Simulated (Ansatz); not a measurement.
**CH4FSi (SMILES C[SiH]F): methods side by side**

The species is CH4FSi (7 atoms), meant as a doublet with charge 0. As SMILES, `C[SiH]F`. The shape was relaxed beforehand at wB97X-V/def2-SVP.

```xyz
7

C    -0.6533    0.3916   -0.3022
Si    0.9278   -0.5987   -0.1079
F     0.6407   -1.8362    0.9242
H    -1.4565   -0.2072   -0.7601
H    -0.4730    1.2742   -0.9383
H    -1.0011    0.7394    0.6864
H     2.0157    0.2369    0.4980
```

Quantity: the dissociation energy of the F3–Si2 bond into doublet F and singlet CH4Si (shapes relaxed at wB97X-V/def2-SVP, no zero-point term), in eV. The values are calculated.

| level | kind | program | value (eV) | less CCSD(T)/def2-TZVP | CPU time (all runs) |
| --- | --- | --- | --- | --- | --- |
| UHF/def2-TZVP | Hartree–Fock | Ansatz | 4.63 | -0.83 | 1.5 s |
| UPBE/def2-TZVP | GGA | Ansatz | 5.81 | +0.35 | 3.9 s |
| U-r2SCAN/def2-TZVP | meta-GGA | Ansatz | 5.89 | +0.43 | 8.4 s |
| UB3LYP/def2-TZVP | global hybrid | Ansatz | 5.55 | +0.09 | 4.4 s |
| U-wB97M-V/def2-TZVP | range-separated hybrid | Ansatz | 5.50 | +0.04 | 17 s |
| UB2PLYP/def2-TZVP | double hybrid | Ansatz | 5.62 | +0.16 | 7 s |
| RPA@PBE/def2-TZVP | RPA | Ansatz | 4.99 | -0.47 | 6.3 s |
| UCCSD(T)/def2-TZVP | coupled cluster or CI | Ansatz | 5.46 | 0.00 | 45 s |

UCCSD(T)/def2-TZVP is the highest level here, not the true value. The values span 4.63 to 5.89 eV. Hartree–Fock misses the correlation of the electron pair that is broken and comes out low. A fragment with an even electron count was run as a singlet and may have a lower triplet. Measured bond enthalpies also hold zero-point and thermal terms, a few tenths of an eV less. CPU times are rough (shared hosts, several kinds of processor and program).

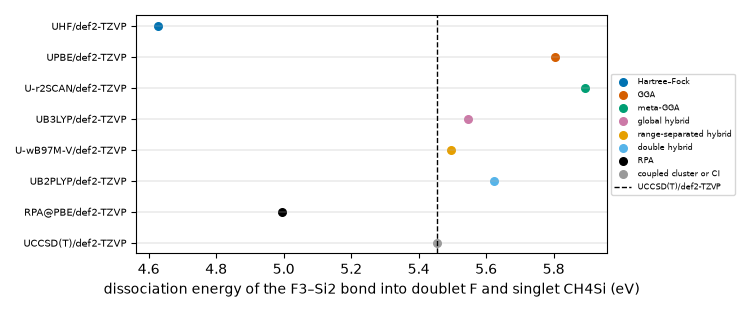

The values of the table, level by level.
